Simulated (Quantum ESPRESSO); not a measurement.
# CrSiTe3: parallel and opposed starts

Wanted: the moments of CrSiTe3 and the energy of each order that was tried.

Program: Quantum ESPRESSO 7.5. Level of theory: PBEsol; plane waves with GBRV 1.5 PBEsol potentials, no spin-orbit coupling. Results are calculated unless marked as measured.

### Step 1. Set-up

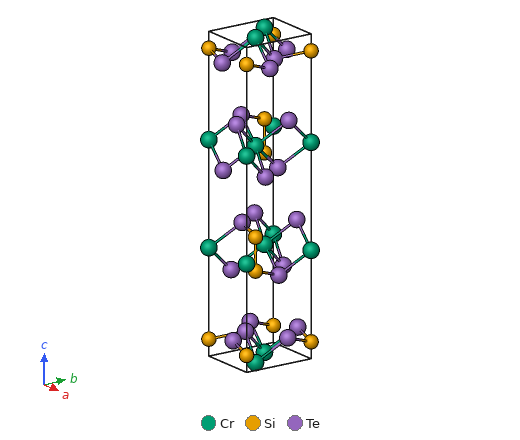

The starting structure, seen slightly off an axis (chromium teal, silicon orange, tellurium purple). This picture shows the conventional cell, with its axes. Bonds to atoms that aren't drawn are left out. Some periodic images of atoms are drawn too.

The cell comes from Materials Project 2023-11-01, a database of computed structures, and need not be the stable phase.

### Step 2. Start 1: ferro ++

The signs are those of the starting moments on the seeded atoms, the atoms that are given a moment.

pw.in

```
&CONTROL
  calculation = 'scf'
  prefix = 'pwscf'
  outdir = './tmp'
  pseudo_dir = './pseudo'
  disk_io = 'nowf'
/
&SYSTEM
  ibrav = 0
  nat = 10
  ntyp = 3
  ecutwfc = 40
  ecutrho = 280
  nbnd = 52
  occupations = 'smearing'
  smearing = 'fd'
  degauss = 0.00367493
  nspin = 2
  starting_magnetization(1) = 0.2143
  starting_magnetization(2) = 0
  starting_magnetization(3) = 0
/
&ELECTRONS
  conv_thr = 2d-08
  electron_maxstep = 150
  mixing_beta = 0.3
/
ATOMIC_SPECIES
Cr     51.9961 cr_pbesol_v1.5.uspp.F.UPF
Si     28.0850 si_pbesol_v1.uspp.F.UPF
Te    127.6000 te_pbesol_v1.uspp.F.UPF
CELL_PARAMETERS angstrom
   3.4152614328    1.9718021076    7.2576780084
  -3.4152614328    1.9718021076    7.2576780084
   0.0000000000   -3.9436042152    7.2576780084
ATOMIC_POSITIONS crystal
Cr      0.6661873000    0.6661873000    0.6661873000
Cr      0.3338127000    0.3338127000    0.3338127000
Si      0.0522024200    0.0522024200    0.0522024200
Si      0.9477975800    0.9477975800    0.9477975800
Te      0.7211835100    0.0776504400    0.4397477900
Te      0.4397477900    0.7211835100    0.0776504400
Te      0.0776504400    0.4397477900    0.7211835100
Te      0.9223495600    0.5602522100    0.2788164900
Te      0.5602522100    0.2788164900    0.9223495600
Te      0.2788164900    0.9223495600    0.5602522100
K_POINTS automatic
4 4 4 0 0 0
```

On the command line:

```sh
OMP_NUM_THREADS=1 mpirun -n 4 pw.x -nk 4 -in pw.in > pw.out
```

What it wrote:

```text
Program PWSCF v.7.5 starts

     Message from routine setup:
     using ibrav=0 with symmetry is DISCOURAGED, use correct ibrav instead

     K-points division:     npool     =       4
     Subspace diagonalization in iterative solution of the eigenvalue problem:

     G-vector sticks info
     --------------------
     sticks:   dense  smooth     PW     G-vecs:    dense   smooth      PW
     Sum        4089    2337    659               156649    67585   10313

     Using Slab Decomposition

     bravais-lattice index     =            0
     lattice parameter (alat)  =      15.6089  a.u.
     unit-cell volume          =    1978.9409 (a.u.)^3
     number of atoms/cell      =           10
     number of atomic types    =            3
     number of electrons       =        72.00
     number of Kohn-Sham states=           52
     kinetic-energy cutoff     =      40.0000  Ry
     charge density cutoff     =     280.0000  Ry
     scf convergence threshold =      2.0E-08
     mixing beta               =       0.3000
     number of iterations used =            8  plain     mixing
     Exchange-correlation= SLA  PW   PSX  PSC
                           (   1   4  10   8   0   0   0)

     celldm(1)=  15.608944  celldm(2)=   0.000000  celldm(3)=   0.000000
     celldm(4)=   0.000000  celldm(5)=   0.000000  celldm(6)=   0.000000

     crystal axes: (cart. coord. in units of alat)
               a(1) = (   0.413475   0.238720   0.878664 )
               a(2) = (  -0.413475   0.238720   0.878664 )
               a(3) = (   0.000000  -0.477440   0.878664 )

     reciprocal axes: (cart. coord. in units 2 pi/alat)
               b(1) = (  1.209263  0.698168  0.379364 )
               b(2) = ( -1.209263  0.698168  0.379364 )
               b(3) = ( -0.000000 -1.396336  0.379364 )

     PseudoPot. # 1 for Cr read from file:
     cr_pbesol_v1.5.uspp.F.UPF
     Pseudo is Ultrasoft + core correction, Zval = 14.0
     Generated by new atomic code, or converted to UPF format
     Using radial grid of  857 points,  6 beta functions with:
                l(1) =   0
                l(2) =   0
                l(3) =   1
                l(4) =   1
                l(5) =   2
                l(6) =   2
     Q(r) pseudized with  8 coefficients,  rinner =    0.950   0.950   0.950
                                                       0.950   0.950

     PseudoPot. # 2 for Si read from file:
     si_pbesol_v1.uspp.F.UPF
     Pseudo is Ultrasoft + core correction, Zval =  4.0
     Generated by new atomic code, or converted to UPF format
     Using radial grid of  899 points,  6 beta functions with:
                l(1) =   0
                l(2) =   0
                l(3) =   1
                l(4) =   1
                l(5) =   2
                l(6) =   2
     Q(r) pseudized with  8 coefficients,  rinner =    0.900   0.900   0.900
                                                       0.900   0.900

     PseudoPot. # 3 for Te read from file:
     te_pbesol_v1.uspp.F.UPF
     Pseudo is Ultrasoft + core correction, Zval =  6.0
     Generated by new atomic code, or converted to UPF format
     Using radial grid of  891 points,  5 beta functions with:
                l(1) =   0
                l(2) =   0
                l(3) =   1
                l(4) =   1
                l(5) =   2
     Q(r) pseudized with  6 coefficients,  rinner =    1.800   1.800   1.800
                                                       1.800   1.800

     atomic species   valence    mass     pseudopotential
     Cr               14.00    51.99610     Cr( 1.00)
     Si                4.00    28.08500     Si( 1.00)
     Te                6.00   127.60000     Te( 1.00)

     Starting magnetic structure
     atomic species   magnetization
     Cr              0.214
     Si              0.000
     Te              0.000

      6 Sym. Ops., with inversion, found

   Cartesian axes

     site n.     atom                  positions (alat units)
         1        Cr     tau(   1) = (  -0.0000000   0.0000000   1.7560653  )
         2        Cr     tau(   2) = (   0.0000000   0.0000000   0.8799280  )
         3        Si     tau(   3) = (  -0.0000000  -0.0000000   0.1376052  )
         4        Si     tau(   4) = (  -0.0000000  -0.0000000   2.4983881  )
         5        Te     tau(   5) = (   0.2660849  -0.0192555   1.0882977  )
         6        Te     tau(   6) = (  -0.1163666   0.2400640   1.0882977  )
         7        Te     tau(   7) = (  -0.1497182  -0.2208085   1.0882977  )
         8        Te     tau(   8) = (   0.1497182   0.2208085   1.5476956  )
         9        Te     tau(   9) = (   0.1163666  -0.2400640   1.5476956  )
        10        Te     tau(  10) = (  -0.2660849   0.0192555   1.5476956  )

     number of k points=    14  Fermi-Dirac smearing, width (Ry)=  0.0037
                       cart. coord. in units 2pi/alat
        k(    1) = (   0.0000000   0.0000000   0.0000000), wk =   0.0156250
        k(    2) = (  -0.0000000  -0.3490841   0.0948409), wk =   0.0937500
        k(    3) = (   0.0000000   0.6981682  -0.1896818), wk =   0.0468750
        k(    4) = (  -0.3023157  -0.1745421   0.1896818), wk =   0.0937500
        k(    5) = (  -0.3023157   0.8727103  -0.0948409), wk =   0.0937500
        [... 9 further k-points ...]

     Dense  grid:   156649 G-vectors     FFT dimensions: (  90,  90,  90)

     Smooth grid:    67585 G-vectors     FFT dimensions: (  64,  64,  64)

     Generating pointlists ...
     new r_m :   0.1395 (alat units)  2.1774 (a.u.) for type    1
     new r_m :   0.1135 (alat units)  1.7720 (a.u.) for type    2
     new r_m :   0.1261 (alat units)  1.9684 (a.u.) for type    3

     Initial potential from superposition of free atoms

     starting charge      69.9975, renormalised to      72.0000

     negative rho (up, down):  9.520E-04 6.140E-04
     Starting wfcs are   52 randomized atomic wfcs

     Self-consistent Calculation

     iteration #  1     ecut=    40.00 Ry     beta= 0.30
     Davidson diagonalization with overlap
     ethr =  1.00E-02,  avg # of iterations =  3.5

     negative rho (up, down):  4.026E-04 9.051E-04

     total energy              =    -527.91529362 Ry
     estimated scf accuracy    <       2.06845916 Ry

     total magnetization       =     5.94 Bohr mag/cell
     absolute magnetization    =     7.02 Bohr mag/cell

     iteration #  2     ecut=    40.00 Ry     beta= 0.30
     Davidson diagonalization with overlap
     ethr =  2.87E-03,  avg # of iterations =  2.6

     negative rho (up, down):  4.701E-04 1.011E-03

     total energy              =    -527.77338646 Ry
     estimated scf accuracy    <       8.53420868 Ry

     total magnetization       =     3.17 Bohr mag/cell
     absolute magnetization    =     3.76 Bohr mag/cell

     iteration #  3     ecut=    40.00 Ry     beta= 0.30
     Davidson diagonalization with overlap
     ethr =  2.87E-03,  avg # of iterations =  2.2

     negative rho (up, down):  8.076E-05 3.303E-03

     total energy              =    -528.55561745 Ry
     estimated scf accuracy    <       0.10089211 Ry

     total magnetization       =     6.00 Bohr mag/cell
     absolute magnetization    =     7.22 Bohr mag/cell

     [... further iterations left out ...]

     iteration # 10     ecut=    40.00 Ry     beta= 0.30
     Davidson diagonalization with overlap
     ethr =  6.86E-08,  avg # of iterations =  3.3

     negative rho (up, down):  0.000E+00 8.084E-03

     total energy              =    -528.58888644 Ry
     estimated scf accuracy    <       0.00000434 Ry

     total magnetization       =     6.00 Bohr mag/cell
     absolute magnetization    =     7.79 Bohr mag/cell

     iteration # 11     ecut=    40.00 Ry     beta= 0.30
     Davidson diagonalization with overlap
     ethr =  6.03E-09,  avg # of iterations =  3.3

     negative rho (up, down):  0.000E+00 8.095E-03

     total energy              =    -528.58889021 Ry
     estimated scf accuracy    <       0.00000125 Ry

     total magnetization       =     6.00 Bohr mag/cell
     absolute magnetization    =     7.80 Bohr mag/cell

     iteration # 12     ecut=    40.00 Ry     beta= 0.30
     Davidson diagonalization with overlap
     ethr =  1.73E-09,  avg # of iterations =  2.2

     negative rho (up, down):  0.000E+00 8.097E-03

     total energy              =    -528.58889094 Ry
     estimated scf accuracy    <       0.00000013 Ry

     total magnetization       =     6.00 Bohr mag/cell
     absolute magnetization    =     7.81 Bohr mag/cell

     iteration # 13     ecut=    40.00 Ry     beta= 0.30
     Davidson diagonalization with overlap
     ethr =  1.82E-10,  avg # of iterations =  3.3

     negative rho (up, down):  0.000E+00 8.098E-03

     Magnetic moment per site  (integrated on atomic sphere of radius R)
     atom   1 (R=0.139)  charge= 12.5389  magn=  3.1017
     atom   2 (R=0.139)  charge= 12.5389  magn=  3.1017
     atom   3 (R=0.114)  charge=  1.6155  magn=  0.0226
     atom   4 (R=0.114)  charge=  1.6155  magn=  0.0226
     atom   5 (R=0.126)  charge=  2.6741  magn= -0.0725
     atom   6 (R=0.126)  charge=  2.6741  magn= -0.0725
     atom   7 (R=0.126)  charge=  2.6741  magn= -0.0725
     atom   8 (R=0.126)  charge=  2.6741  magn= -0.0725
     atom   9 (R=0.126)  charge=  2.6741  magn= -0.0725
     atom  10 (R=0.126)  charge=  2.6741  magn= -0.0725

     End of self-consistent calculation

     [... lines left out ...]
     the Fermi energy is     5.9706 ev

!    total energy              =    -528.58889119 Ry
     estimated scf accuracy    <       0.00000001 Ry
     smearing contrib. (-TS)   =      -0.00002514 Ry
     internal energy E=F+TS    =    -528.58886605 Ry

     The total energy is F=E-TS. E is the sum of the following terms:
     one-electron contribution =    -348.21615094 Ry
     hartree contribution      =     197.01188774 Ry
     xc contribution           =    -139.18520147 Ry
     ewald contribution        =    -238.19940137 Ry

     total magnetization       =     6.00 Bohr mag/cell
     absolute magnetization    =     7.81 Bohr mag/cell

     convergence has been achieved in  13 iterations

=------------------------------------------------------------------------------=
   JOB DONE.
=------------------------------------------------------------------------------=
```

Run time: 1.7 min. Hardware: 4 MPI ranks of Intel Xeon Platinum 8488C (Sapphire Rapids), shared host; peak memory 1.4 GiB.

Spin moment in the atom's sphere by atom:

| atom | spin moment in the atom's sphere (μB) |
| --- | --- |
| Cr1 | 3.10 |
| Cr2 | 3.10 |
| Si3 | 0.02 |
| Si4 | 0.02 |
| Te5 | -0.07 |
| Te6 | -0.07 |
| Te7 | -0.07 |
| Te8 | -0.07 |
| Te9 | -0.07 |
| Te10 | -0.07 |

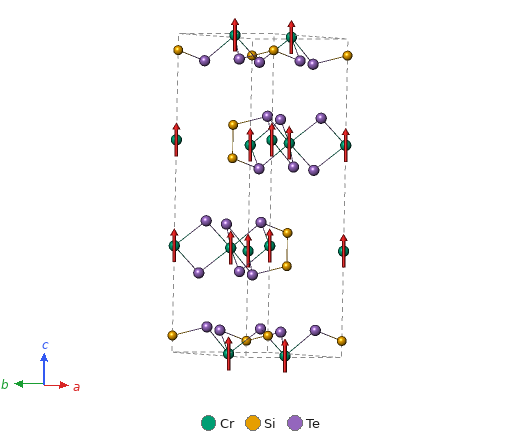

Spin moment in the atom's sphere as arrows, the longest 3.10 μB. Up and down stand for the sign. Arrows give size and sign along the axis of quantisation, drawn up and down the page. Bonds to atoms that aren't drawn are left out. Some periodic images of atoms are drawn too.

This step gave:

```yaml
smearing_term_ts: 3.42e-4 eV
magnetization: 6 μB
absolute_magnetization: 7.812 μB
final_state: ferromagnetic
```

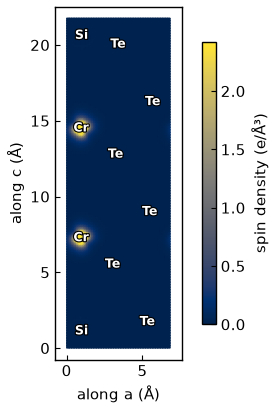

Spin density in the ac plane of the conventional cell at fractional y = 0.000, with atoms of Cr and Si and Te within 0.2 Å of it. The map starts off the cell's origin, so that atoms lie inside it.

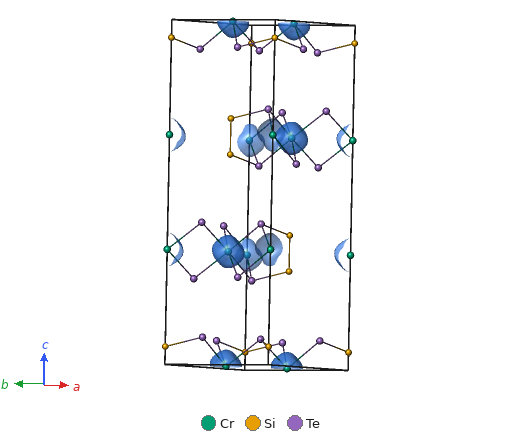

Surface of spin density = 0.15 e/Å³, which holds about 70 % of the integral of its size. Bonds to atoms that aren't drawn are left out.

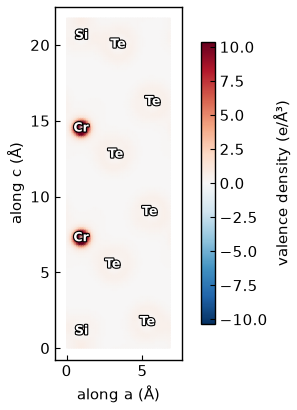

Valence density in the ac plane of the conventional cell at fractional y = 0.000, with atoms of Cr and Si and Te within 0.2 Å of it. It is the smooth field of the valence electrons, not physical close to the nuclei. The map starts off the cell's origin, so that atoms lie inside it.

(Part 1 of 2 ends here.)

[Logs and program files are shortened in this print: banners, set-up blocks, solver, clock and traceback lines can be left out without a mark of their own.]

[Logs are printed without paths, hosts, clocks, repeated set-up lines and the standing remarks that a program may print on its own settings, such as how far it seeks lower states.]

[Hosts, paths, dates, database ids (printed as entryN), source tags and the programs' standing remarks are cut or masked in the printed files.]

[Where a cell is said to come from a database of computed structures, the database is the Materials Project.]
